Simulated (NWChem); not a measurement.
# One shape, several levels: SiNH2F (SMILES N[Si]F)

Aim: a comparison of 5 runs (PBE0/6-311+G**, PBE0/6-31G*, PBE0/6-31+G*, PBE0/6-31++G**, PBE0/6-311++G(2d,2p)) of SiNH2F. 

Program for the calculation: NWChem 7.3.0.

## Step 1: The system as given

SiNH2F has 5 atoms, charge 0, and is taken as a singlet. As SMILES, `N[Si]F`. The shape is that of a PBE0-D4/def2-TZVP optimisation. This is one conformer, not always the lowest.

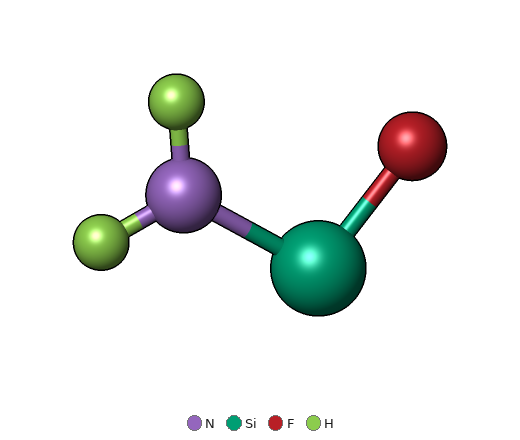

The structure, seen from a chosen angle (nitrogen purple, silicon teal, fluorine red, hydrogen green).

## Step 2: The polarisability at PBE0/6-311+G(d,p) (run 1)

The input, calc.nw:

```
start calc
memory stack 880 mb heap 220 mb global 1100 mb
charge 0

geometry units angstrom noautosym nocenter noautoz
  N       -0.421300       0.240100      -0.331100
  Si       0.136100      -1.133600       0.505100
  F        1.565400      -0.548800       1.001500
  H        0.085400       1.109600      -0.420900
  H       -1.315700       0.259100      -0.796000
end

basis spherical bse
  * library 6-311+G**
end

dft
  xc pbe0
  mult 1
  grid fine
  convergence energy 1e-08
  maxiter 100
  mulliken
  print low
end

property
  response 1 0
end

task dft property
```

On the command line:

```sh
nwchem calc.nw > calc.out
```

Standard output:

```text
[...]
 d= 0,ls=0.0,diis     1   -445.0561914881 -5.47D+02  1.06D-02  8.78D-01     2.1
[...]
 d= 0,ls=0.0,diis     8   -445.1266601336 -9.50D-10  1.81D-06  9.71D-08     8.8
         Total DFT energy =     -445.126660133590
      One electron energy =     -818.915882206348
           Coulomb energy =      310.815973670949
    Exchange-Corr. energy =      -38.803152534097
 Nuclear repulsion energy =      101.776400935906
[...]
      Total Density - Mulliken Population Analysis
     ---------------------------------------------
    Atom       Charge   Shell Charges
 -----------   ------   -------------------------------------------------------
    1 N    7     7.69   1.10  0.90  0.79  0.85  1.83  0.69  1.50 -0.11  0.15  0.01
    2 Si  14    13.59   0.79  1.18  0.96  1.02  0.94  1.05  1.96  3.91  0.54  0.77  0.06  0.16  0.02  0.21
    3 F    9     9.29   1.08  0.92  1.17  1.08  2.37  0.92  1.83 -0.14  0.06  0.00
    4 H    1     0.71   0.27  0.39  0.02  0.04
    5 H    1     0.72   0.27  0.39  0.02  0.04
[...]
 Anisotropic =      10.2632756
[...]
```

Run time: 55 s. Hardware: 1 thread of Intel Xeon Platinum 8488C (Sapphire Rapids), shared host; peak memory 0.11 GiB.

## Step 3: The polarisability at PBE0/6-31G(d) (spherical functions) (run 2)

The input, run.nw:

```
start run
memory total 2200 mb
charge 0

geometry units angstroms noautosym nocenter noautoz
   N    -0.421300    0.240100   -0.331100
   Si    0.136100   -1.133600    0.505100
   F     1.565400   -0.548800    1.001500
   H     0.085400    1.109600   -0.420900
   H    -1.315700    0.259100   -0.796000
end

basis "ao basis" spherical bse
   * library 6-31G*
end

dft
   xc pbe0
   grid fine
   convergence energy 1e-08
   iterations 100
   mulliken
   print low
end

property
   response 1 0
end

task dft property
```

On the command line:

```sh
nwchem run.nw > run.out
```

Standard output:

```text
[...]
 d= 0,ls=0.0,diis     1   -444.9773071321 -5.47D+02  1.98D-02  5.63D-01     0.7
[...]
 d= 0,ls=0.0,diis     8   -445.0395615927 -2.35D-09  2.26D-06  2.20D-08     4.3
         Total DFT energy =     -445.039561592701
      One electron energy =     -819.102471840423
           Coulomb energy =      311.110231886184
    Exchange-Corr. energy =      -38.823722574368
 Nuclear repulsion energy =      101.776400935906
[...]
      Total Density - Mulliken Population Analysis
     ---------------------------------------------
    Atom       Charge   Shell Charges
 -----------   ------   -------------------------------------------------------
    1 N    7     7.89   2.00  0.77  2.52  0.84  1.75  0.02
    2 Si  14    13.41   2.00  2.00  5.96  1.10  1.22  0.66  0.26  0.20
    3 F    9     9.43   2.00  0.93  3.30  1.03  2.16  0.01
    4 H    1     0.64   0.49  0.14
    5 H    1     0.64   0.50  0.14
[...]
 Anisotropic =      11.2422583
[...]
```

Wall time 19 s (1 thread of Intel Xeon Platinum 8488C (Sapphire Rapids), shared host); peak memory 0.11 GiB.

## Step 4: The polarisability at PBE0/6-31+G(d) (spherical functions) (run 3)

The input, a.xyz:

```xyz
5
FH2NSi PBE0
N     -0.421300     0.240100    -0.331100
Si     0.136100    -1.133600     0.505100
F      1.565400    -0.548800     1.001500
H      0.085400     1.109600    -0.420900
H     -1.315700     0.259100    -0.796000
```

The input, a.nw:

```
start a
title "FH2NSi PBE0"
memory 2200 mb
geometry units angstrom noautosym nocenter noautoz
 load a.xyz
end
basis spherical bse
 N library 6-31+G*
 Si library 6-31+G*
 F library 6-31+G*
 H library 6-31+G*
end
dft
 xc pbe0
 mult 1
 grid fine
 convergence energy 1e-08
 maxiter 100
 mulliken
 noprint "final vectors analysis"
end
property
 response 1 0
end
task dft property
```

On the command line:

```sh
nwchem a.nw > a.out
```

Standard output:

```text
[...]
          Wavefunction type:  closed shell.
          No. of atoms     :     5
          No. of electrons :    32
[...]
          Charge           :     0
          Spin multiplicity:     1
[...]
          AO basis - number of functions:    62
[...]
              XC Information
              --------------
                         PBE0 Method XC Functional
                     Hartree-Fock (Exact) Exchange  0.250
          PerdewBurkeErnzerhof Exchange Functional  0.750
            Perdew 1991 LDA Correlation Functional  1.000 local
           PerdewBurkeErnz. Correlation Functional  1.000 non-local
[...]
 d= 0,ls=0.0,diis     1   -444.9920784417 -5.47D+02  1.85D-02  5.87D-01     1.1
[...]
 d= 0,ls=0.0,diis     8   -445.0570650967 -4.16D-11  1.64D-06  2.08D-08     6.1
         Total DFT energy =     -445.057065096662
      One electron energy =     -818.646561786070
           Coulomb energy =      310.588959255673
    Exchange-Corr. energy =      -38.775863502171
 Nuclear repulsion energy =      101.776400935906
[...]
      Total Density - Mulliken Population Analysis
     ---------------------------------------------
    Atom       Charge   Shell Charges
 -----------   ------   -------------------------------------------------------
    1 N    7     7.94   2.00  0.77  2.52  0.88  1.70 -0.10  0.16  0.02
    2 Si  14    13.56   2.00  2.00  5.96  1.12  1.24  0.89  0.03  0.11  0.02  0.20
    3 F    9     9.32   2.00  0.93  3.30  1.05  2.01 -0.13  0.15  0.01
    4 H    1     0.59   0.49  0.09
    5 H    1     0.58   0.50  0.09
[...]
 Anisotropic =      10.3503269
[...]
```

Run time: 29 s. Hardware: 1 thread of Intel Xeon Platinum 8488C (Sapphire Rapids), shared host; peak memory 0.11 GiB.

Run 4 isn't shown in full; the table further down has it.

## Step 5: The polarisability at PBE0/6-311++G(2d,2p) (run 5)

The input, mymol.nw:

```
start mymol
title "FH2NSi"
memory stack 880 mb heap 220 mb global 1100 mb
geometry units angstroms noautosym nocenter noautoz
N    -0.421300    0.240100   -0.331100
Si    0.136100   -1.133600    0.505100
F     1.565400   -0.548800    1.001500
H     0.085400    1.109600   -0.420900
H    -1.315700    0.259100   -0.796000
end
basis spherical bse
N library "6-311++G(2d,2p)"
Si library "6-311++G(2d,2p)"
F library "6-311++G(2d,2p)"
H library "6-311++G(2d,2p)"
end
dft
xc pbe0
grid fine
convergence energy 1e-08
iterations 100
mulliken
noprint "final vectors analysis"
end
property
response 1 0
end
task dft property
```

On the command line:

```sh
nwchem mymol.nw > mymol.out
```

Standard output:

```text
[...]
          Wavefunction type:  closed shell.
          No. of atoms     :     5
          No. of electrons :    32
[...]
          Charge           :     0
          Spin multiplicity:     1
[...]
          AO basis - number of functions:   109
[...]
              XC Information
              --------------
                         PBE0 Method XC Functional
                     Hartree-Fock (Exact) Exchange  0.250
          PerdewBurkeErnzerhof Exchange Functional  0.750
            Perdew 1991 LDA Correlation Functional  1.000 local
           PerdewBurkeErnz. Correlation Functional  1.000 non-local
[...]
 d= 0,ls=0.0,diis     1   -445.0667588100 -5.47D+02  8.82D-03  8.79D-01     3.0
[...]
 d= 0,ls=0.0,diis     8   -445.1369536946  2.24D-09  1.38D-06  1.33D-07    16.7
         Total DFT energy =     -445.136953694631
      One electron energy =     -818.999707458821
           Coulomb energy =      310.888537452951
    Exchange-Corr. energy =      -38.802184624667
 Nuclear repulsion energy =      101.776400935906
[...]
      Total Density - Mulliken Population Analysis
     ---------------------------------------------
    Atom       Charge   Shell Charges
 -----------   ------   -------------------------------------------------------
    1 N    7     7.53   1.10  0.90  0.79  0.85  1.82  0.74  1.32 -0.09  0.11  0.00  0.00
    2 Si  14    13.38   0.79  1.18  0.96  1.02  0.93  0.89  1.96  3.91  0.53  0.66  0.14  0.17  0.01  0.06  0.16
    3 F    9     9.44   1.08  0.92  1.17  1.07  2.36  0.95  1.89 -0.08  0.06  0.00  0.01
    4 H    1     0.83   0.27  0.45  0.06 -0.01  0.02  0.05
    5 H    1     0.82   0.27  0.45  0.05 -0.01  0.01  0.05
[...]
 Anisotropic =       9.5420332
[...]
```

It took 97 s on 1 thread of Intel Xeon Platinum 8488C (Sapphire Rapids), shared host; peak memory 0.11 GiB.

## Step 6: Overview of the runs

| run | level | energy (Eh) | mean polarisability (bohr³) | wall time |
| --- | --- | --- | --- | --- |
| 1 | PBE0/6-311+G** | -445.126660 | 37.3 | 55 s |
| 2 | PBE0/6-31G* (spherical functions) | -445.039562 | 31.6 | 19 s |
| 3 | PBE0/6-31+G* (spherical functions) | -445.057065 | 37.1 | 29 s |
| 4 | PBE0/6-31++G** (spherical functions) | -445.064566 | 37.5 | 42 s |
| 5 | PBE0/6-311++G(2d,2p) | -445.136954 | 38.7 | 97 s |

## Step 7: Summary of results

```
                         quantity          value
              run 5: total energy  -445.13695 Eh
             run 5: dipole moment         2.45 D
run 5: mean static polarisability     38.7 bohr³
```

In words: Over runs 3, 4, 5 the dipole moment (its size) runs from 2.45 D (PBE0/6-311++G(2d,2p)) to 2.52 D (PBE0/6-31+G*). All runs together took 4 min, the longest 97 s.
